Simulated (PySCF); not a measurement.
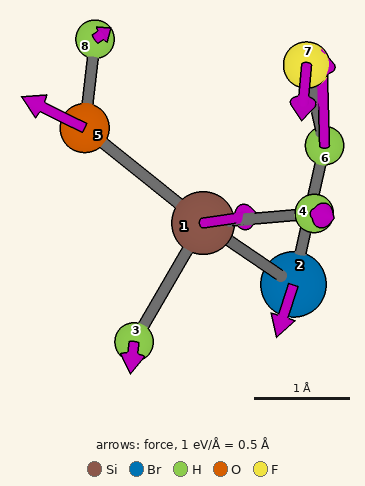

Starting geometry of SiH₄OBrF (coarse preliminary run) with the computed forces as purple arrows. A ball-and-stick model, seen from a free direction.

The reaction that was planned forms Si1–F7, Br2–H6 and breaks Si1–Br2, H6–F7 (atoms numbered from 1 in input order).

The calculation used RKS PBE0-D4/def2-SVP, partitioned rational-function steps on a Bofill-updated Hessian (PySCF 2.14.0). 

Question: What follows when this structure is relaxed?

Answer: It isn't relaxed: the largest force vector, on H6, is 2.53 eV/Å. The final displacements have little in common with the starting forces (cosine between the two patterns 0.17). The atom that moves furthest after the best rigid fit is Br2 (0.70 Å). Largest moves by element: Br 0.70 Å, F 0.61 Å, H 0.55 Å, O 0.31 Å, Si 0.19 Å. Among the contacts that change: Si1–F7 2.188 → 1.946 Å, Br2–H6 1.559 → 1.782 Å, H6–F7 1.280 → 1.062 Å, Si1–Br2 2.562 → 2.643 Å. Among the angles between lasting bonds that change: Br2–Si1–O5 114.1° → 147.8°, H4–Si1–O5 127.8° → 113.6°, Br2–Si1–H4 103.6° → 92.0°. Groups turn about Si1–Br2 by about 25°. After 19 geometry steps the energy has fallen by 10.4 kcal/mol. Cost: 2.5 min on 4 threads of Arm Neoverse V1 (shared host).
